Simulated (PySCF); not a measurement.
# MP2/STO-3G run of NBrO (nitrosyl bromide)

Aim: the vertical ionisation energy of NBrO (nitrosyl bromide) at MP2/STO-3G, from 2 runs. 

Program for the calculation: PySCF 2.14.0.

6 further runs of the same task are left out: 6 set aside as unsound or not needed.

**1. The structure to begin with**

NBrO: 3 atoms, total charge 0, spin state singlet. As SMILES, `O=NBr`. Geometry: relaxed at PBE0-D4/def2-TZVP.

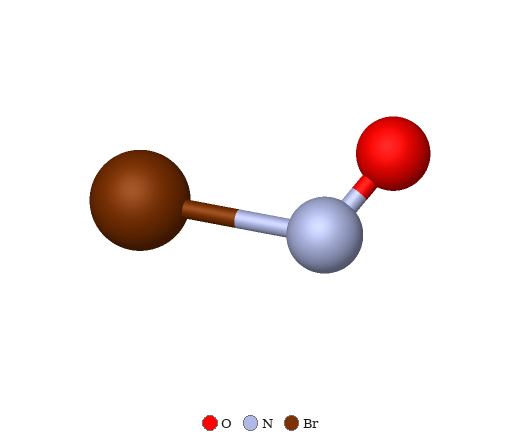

Viewed from a chosen angle; oxygen red, nitrogen light blue, bromine brown.

**2. A single-point energy at MP2/STO-3G**

run.py reads:

```python
from pyscf import gto, mp

mol = gto.M(
    atom='''
O        0.941780      -0.646800       0.448530
N       -0.044940      -0.636480      -0.092930
Br      -0.896840       1.283280      -0.355590
''',
    basis='sto-3g',
    charge=0,
    verbose=3,
    max_memory=1860,
)

myscf = mol.RHF()
myscf.conv_tol = 1e-10
myscf.kernel()
if not myscf.converged:
    myscf = myscf.newton().run(myscf.mo_coeff, myscf.mo_occ)

pt = mp.MP2(myscf, frozen=11).run()
etot = pt.e_tot
print('E = %.10f Eh' % etot)
```

Launch:

```
$ OMP_NUM_THREADS=1 python run.py
```

Output:

```text
converged SCF energy = -2672.14257085671
E(RMP2) = -2672.29040172016  E_corr = -0.14783086345285
E(SCS-RMP2) = -2672.29241717802  E_corr = -0.14984632131487
E = -2672.2904017202 Eh
```

It took 0.64 s on 1 thread of Arm Neoverse V2, shared host; peak memory 0.12 GiB.

**3. The doublet cation**

job.py reads:

```python
from pyscf import gto, scf, mp

mol = gto.M(
    atom='O 0.941780 -0.646800 0.448530; N -0.044940 -0.636480 -0.092930; Br -0.896840 1.283280 -0.355590',
    charge=1,
    max_memory=1860,
    spin=1,
    verbose=3,
    basis='sto-3g',
)

mf = scf.UHF(mol)
mf.conv_tol = 1e-10
mf.kernel()
if not mf.converged:
    mf = mf.newton().run(mf.mo_coeff, mf.mo_occ)

pt = mp.MP2(mf, frozen=11).run()
etot = pt.e_tot
print(f'total energy: {etot:.8f} hartree')
```

Launch:

```
$ OMP_NUM_THREADS=1 python job.py
```

Output:

```text
SCF not converged.
SCF energy = -2671.87508451647 after 50 cycles  <S^2> = 1.0727286  2S+1 = 2.3001988
converged SCF energy = -2671.88106130948  <S^2> = 1.0365599  2S+1 = 2.2685324
E(UMP2) = -2672.02415251454  E_corr = -0.143091205057024
E(SCS-UMP2) = -2672.02118363647  E_corr = -0.140122326989126
total energy: -2672.02415251 hartree
```

It took 0.86 s on 1 thread of Arm Neoverse V2, shared host; peak memory 0.12 GiB.

**4. What came out**

At MP2/STO-3G, 11 core orbitals frozen:

| quantity | value |
| --- | --- |
| singlet NBrO: total energy | -2672.29040 Eh |
| singlet NBrO: dipole moment (Hartree–Fock density) | 1.68 D |
| singlet NBrO: HOMO energy (Hartree–Fock orbitals) | -7.96 eV |
| singlet NBrO: LUMO energy (Hartree–Fock orbitals) | 4.75 eV |
| singlet NBrO: HOMO–LUMO gap (Hartree–Fock orbitals) | 12.71 eV |
| singlet NBrO: correlation energy (11 core orbitals frozen) | -147.8 mEh |
| doublet cation: total energy | -2672.02415 Eh |
| doublet cation: HOMO energy (Hartree–Fock orbitals) (highest over α and β) | -17.05 eV |
| doublet cation: LUMO energy (Hartree–Fock orbitals) (lowest over α and β) | -6.37 eV |
| doublet cation: correlation energy (11 core orbitals frozen) | -143.1 mEh |
| doublet cation: ⟨S²⟩ of the reference determinant | 1.037 |
| vertical ionisation energy (to the doublet cation) | 7.245 eV |

**Reading.** Removing an electron at fixed nuclei costs 7.25 eV (167 kcal/mol). In a minimal basis such a difference can be off by several eV, whatever the method. Mulliken charges (singlet NBrO) of the mean-field density run from -0.12 on Br3 to +0.14 on N2; they depend strongly on the basis. ⟨S²⟩ (doublet cation) is 1.04 where a pure doublet has 0.75: the reference is spin-contaminated. Mulliken charges (doublet cation) of the mean-field density run from +0.14 on O1 to +0.59 on Br3; they depend strongly on the basis.
